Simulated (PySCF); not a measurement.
# (CH3)2CHCHF2: electronic excitations and core binding energies

What electronic excitations and core binding energies should (CH3)2CHCHF2 (`CC(C)C(F)F`) show?

The runs use PySCF 2.14.0, with density-fitted response routines of our own; the level of theory stands in each step. All values are computed, except where a source is named. Atoms are numbered from 0 throughout.

### Step 1. The starting structure

14 atoms, charge 0, multiplicity 1; geometry from: GFN2-xTB.

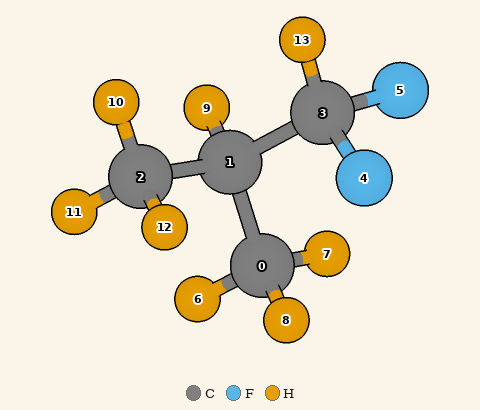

The starting geometry (carbon grey, fluorine blue, hydrogen amber), atoms numbered.

### Step 2. Excited states and response: CAM-B3LYP/def2-SVPD

The job: settings as JSON, then the geometry in Å.

```
{"job": {"kind": "uv", "xc": "CAM-B3LYP", "basis": "def2-SVPD", "nstates": 8, "ntriplets": 3}, "charge": 0, "multiplicity": 1}
C      1.402913    -0.297068     0.215481
C      0.014075    -0.155306    -0.403988
C     -1.011979    -1.028001     0.313638
C     -0.435860     1.303656    -0.355514
F     -0.404968     1.792076     0.908721
F      0.391916     2.095619    -1.083046
H      1.742761    -1.326130     0.137359
H      2.113743     0.345228    -0.298596
H      1.375483    -0.016016     1.265670
H      0.057466    -0.430147    -1.463270
H     -1.989668    -0.946655    -0.155958
H     -0.699964    -2.068341     0.284220
H     -1.099355    -0.722737     1.353663
H     -1.457242     1.453349    -0.740546
```

With the program's defaults for keys left out, this is: TDDFT CAM-B3LYP/def2-SVPD, vertical, gas phase, core orbitals frozen in the response.

The log of the run:

```text
coarse grid: 11480 points
cycle   1  E = -356.4107864337  dE =  6.522e-01  |g| = 6.889e-01  |ddm| = 5.105e+00
cycle   2  E = -356.3883093737  dE =  2.248e-02  |g| = 8.348e-01  |ddm| = 1.395e+00
cycle   3  E = -356.5000079067  dE = -1.117e-01  |g| = 5.519e-02  |ddm| = 7.231e-01
cycle   4  E = -356.5004849940  dE = -4.771e-04  |g| = 2.479e-02  |ddm| = 9.231e-02
cycle   5  E = -356.5006206995  dE = -1.357e-04  |g| = 4.037e-03  |ddm| = 3.729e-02
cycle   6  E = -356.5006248189  dE = -4.119e-06  |g| = 6.788e-04  |ddm| = 8.693e-03
final grid: 111016 points
cycle   7  E = -356.5560267892  dE = -3.356e-05  |g| = 4.595e-03  |ddm| = 6.968e-02
cycle   8  E = -356.5560264596  dE =  3.297e-07  |g| = 5.104e-03  |ddm| = 1.332e-02
cycle   9  E = -356.5560314720  dE = -5.012e-06  |g| = 4.468e-04  |ddm| = 5.118e-03
cycle  10  E = -356.5560315041  dE = -3.217e-08  |g| = 1.711e-04  |ddm| = 6.648e-04
cycle  11  E = -356.5560315103  dE = -6.154e-09  |g| = 2.328e-05  |ddm| = 3.034e-04
cycle  12  E = -356.5560315104  dE = -1.301e-10  |g| = 6.961e-06  |ddm| = 4.996e-05
converged SCF energy = -356.5560315104

Static polarisability (au): isotropic 51.533, principal 47.844 52.864 53.892

Singlet excitations
state   eV       nm        f      main configurations
  1   9.0347    137.2   0.04548   H->L 0.89
  2   9.5656    129.6   0.02912   H-1->L 0.88
  3   9.5984    129.2   0.00779   H-2->L 0.65, H->L+1 0.17
  4   9.6826    128.0   0.02896   H->L+1 0.48, H-2->L 0.20, H->L+2 0.08
  5   9.9552    124.5   0.00616   H->L+2 0.74, H->L+1 0.13
  6   9.9943    124.1   0.01076   H->L+3 0.80
  7  10.3408    119.9   0.01657   H-2->L+2 0.28, H-2->L+1 0.25, H-3->L 0.11
  8  10.4219    119.0   0.01682   H-1->L+1 0.35, H-1->L+2 0.24, H-2->L+2 0.13

Triplet excitations (Tamm-Dancoff, eV): 8.7585 9.2480 9.3459
```

Wall time 32 s (1 thread, shared host).

The orbitals next to the gap, with their largest atomic shares:

```tsv
orbital	eV	atoms
HOMO−3	-12.46	C0 17 %, F4 16 %, C2 13 %
HOMO−2	-11.40	C1 24 %, C0 19 %, C2 18 %
HOMO−1	-11.38	C0 24 %, C1 23 %, C2 19 %
HOMO	-10.76	C3 21 %, C1 19 %, F5 15 %
LUMO	1.27	C2 19 %, C0 11 %, C3 10 %
LUMO+1	1.99	H13 18 %, C3 12 %, F5 12 %
LUMO+2	2.04	C2 13 %, C0 12 %, F5 12 %
```

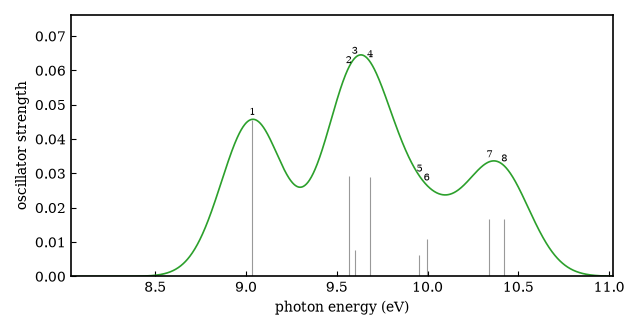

Absorption spectrum from the 8 singlet states computed; above the last one it falls off for lack of states. Lines are broadened to a width of 0.40 eV (Gaussian).

Further results of this job:

```tsv
property	computed
dipole moment (D)	2.33
polarisability (Å³)	7.64
HOMO–LUMO gap (eV)	12.03
−ε(HOMO) (eV)	10.76
```

### Step 3. Core-electron binding energies: SCAN, X2C

Same as in step 2 but for these lines:

```diff
@@ -1,2 +1,2 @@
-{"job": {"kind": "uv", "xc": "CAM-B3LYP", "basis": "def2-SVPD", "nstates": 8, "ntriplets": 3}, "charge": 0, "multiplicity": 1}
+{"job": {"kind": "xps"}, "charge": 0, "multiplicity": 1}
 C      1.402913    -0.297068     0.215481
```

Method: delta-SCF UKS SCAN, pcX-2 on the ionised atom, pcseg-1 elsewhere, spin-free X2C.

The log of the run:

```text
ground state, core basis on atom 0 (C), 155 functions
  cycle   1  E = -356.89004934  |g| = 7.01e-01
  cycle   2  E = -356.77641514  |g| = 1.06e+00
  cycle   3  E = -356.98614428  |g| = 1.01e-01
  cycle   4  E = -356.98790872  |g| = 4.25e-02
  cycle   5  E = -356.98830898  |g| = 8.25e-03
  cycle   6  E = -356.98832248  |g| = 2.72e-03
  cycle   7  E = -356.98832526  |g| = 7.42e-04
  cycle   8  E = -356.98832540  |g| = 2.38e-04
  E(ground) = -356.98930960 Eh
hole in C 1s of atom 0
  cycle   1  E = -345.75195204  |g| = 1.50e+00
  cycle   2  E = -345.23637309  |g| = 1.71e+00
  cycle   3  E = -346.27153999  |g| = 3.02e-01
  cycle   4  E = -346.30488247  |g| = 7.13e-02
  cycle   5  E = -346.30642446  |g| = 3.30e-02
  cycle   6  E = -346.30680646  |g| = 1.05e-02
  cycle   7  E = -346.30683598  |g| = 6.36e-03
  cycle   8  E = -346.30685429  |g| = 1.38e-03
  cycle   9  E = -346.30685546  |g| = 7.14e-04
  cycle  10  E = -346.30685579  |g| = 3.99e-04
  E(ion) = -346.30682629 Eh   <S^2> = 0.7668   hole on atom = 1.000   binding energy = 290.685 eV
ground state, core basis on atom 1 (C), 155 functions
  cycle   1  E = -356.98995583  |g| = 5.98e-02
  cycle   2  E = -356.98990357  |g| = 2.64e-02
  cycle   3  E = -356.98997580  |g| = 2.04e-02
  cycle   4  E = -356.99007533  |g| = 2.71e-03
  cycle   5  E = -356.99007766  |g| = 5.93e-04
  cycle   6  E = -356.99007565  |g| = 8.47e-05
  E(ground) = -356.99132526 Eh
hole in C 1s of atom 1
  cycle   1  E = -345.72405564  |g| = 1.52e+00
  cycle   2  E = -344.84407439  |g| = 2.00e+00
  cycle   3  E = -346.22624373  |g| = 4.11e-01
  cycle   4  E = -346.26905496  |g| = 2.55e-01
  cycle   5  E = -346.28837772  |g| = 5.74e-02
  cycle   6  E = -346.28946241  |g| = 1.07e-02
  cycle   7  E = -346.28951358  |g| = 5.44e-03
  cycle   8  E = -346.28953012  |g| = 1.52e-03
  cycle   9  E = -346.28953340  |g| = 8.24e-04
  cycle  10  E = -346.28953406  |g| = 3.65e-04
  E(ion) = -346.28999945 Eh   <S^2> = 0.7693   hole on atom = 1.000   binding energy = 291.198 eV
ground state, core basis on atom 3 (C), 155 functions
  cycle   1  E = -356.99581290  |g| = 5.92e-02
  cycle   2  E = -356.99578955  |g| = 2.32e-02
  cycle   3  E = -356.99576953  |g| = 2.59e-02
  cycle   4  E = -356.99589121  |g| = 3.21e-03
  cycle   5  E = -356.99589209  |g| = 6.89e-04
  cycle   6  E = -356.99589153  |g| = 4.02e-05
  E(ground) = -356.99674474 Eh
hole in C 1s of atom 3
  cycle   1  E = -345.59723035  |g| = 1.50e+00
  cycle   2  E = -343.06053639  |g| = 2.70e+00
  cycle   3  E = -346.02932749  |g| = 4.78e-01
  cycle   4  E = -346.09397351  |g| = 3.26e-01
  cycle   5  E = -346.13480538  |g| = 1.13e-01
  cycle   6  E = -346.13852426  |g| = 3.94e-02
  cycle   7  E = -346.13911438  |g| = 1.16e-02
  cycle   8  E = -346.13914995  |g| = 8.05e-03
  cycle   9  E = -346.13917565  |g| = 1.75e-03
  cycle  10  E = -346.13917907  |g| = 8.34e-04
  cycle  11  E = -346.13917851  |g| = 3.16e-04
  E(ion) = -346.14186881 Eh   <S^2> = 0.7714   hole on atom = 1.000   binding energy = 295.376 eV
ground state, core basis on atom 4 (F), 155 functions
  cycle   1  E = -357.03253857  |g| = 1.17e-01
  cycle   2  E = -357.03227416  |g| = 5.58e-02
  cycle   3  E = -357.03216248  |g| = 6.31e-02
  cycle   4  E = -357.03269631  |g| = 4.20e-03
  cycle   5  E = -357.03269938  |g| = 6.48e-04
  cycle   6  E = -357.03270191  |g| = 2.63e-04
  E(ground) = -357.03601402 Eh
hole in F 1s of atom 4
  cycle   1  E = -330.67036704  |g| = 2.58e+00
  cycle   2  E = -330.47643251  |g| = 2.22e+00
  cycle   3  E = -331.46332028  |g| = 5.29e-01
  cycle   4  E = -331.49413267  |g| = 4.36e-01
  cycle   5  E = -331.55639280  |g| = 5.43e-02
  cycle   6  E = -331.55717366  |g| = 2.82e-02
  cycle   7  E = -331.55755507  |g| = 4.16e-03
  cycle   8  E = -331.55756321  |g| = 1.30e-03
  cycle   9  E = -331.55756278  |g| = 4.47e-04
  E(ion) = -331.56747775 Eh   <S^2> = 0.7570   hole on atom = 1.000   binding energy = 693.034 eV
```

Wall time 40 s (1 thread, shared host).

Binding energies by hole, beside the orbital energy of the ground state; the difference holds orbital relaxation and, for a density functional, its self-interaction error:

```tsv
hole	stands for	environment	ΔSCF (eV)	−ε (eV)	⟨S²⟩
C1s on C0	C0, C2	methyl carbon	290.69	273.4	0.767
C1s on C1	C1	sp3 CH	291.20	274.2	0.769
C1s on C3	C3	sp3 CH bonded to 2 F	295.38	277.8	0.771
F1s on F4	F4, F5	fluorine of a CF2 group	693.03	667.0	0.757
```

Each hole run stands for the others of its class of like atoms.

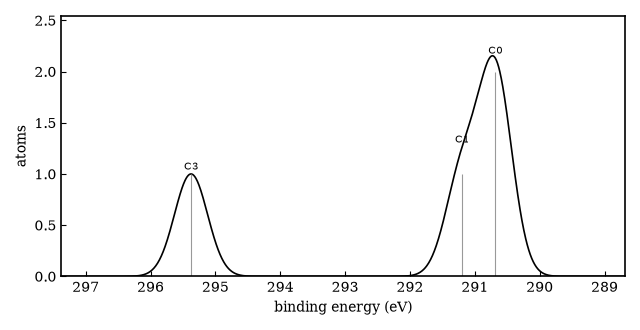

The C1s photoelectron lines, weighted by the number of atoms. Lines are broadened to a width of 0.60 eV (Gaussian).

### Step 4. Summary of results

```
                            quantity                               value
lowest singlet (CAM-B3LYP/def2-SVPD)         9.03 eV (137 nm), f = 0.045
                      lowest triplet                             8.76 eV
    C1s binding energies, SCAN/pcX-2  C3 295.38, C1 291.20, C0 290.69 eV
    F1s binding energies, SCAN/pcX-2                        F4 693.03 eV
```

The lowest singlet, at 9.03 eV, is HOMO→LUMO 0.89 and is weak. The lowest triplet lies 0.28 eV below the lowest singlet (triplets in Tamm-Dancoff, singlets in full TDDFT). The C1s levels kept as sound span 4.69 eV, from C0 (methyl carbon) up to C3 (sp3 CH bonded to 2 F).
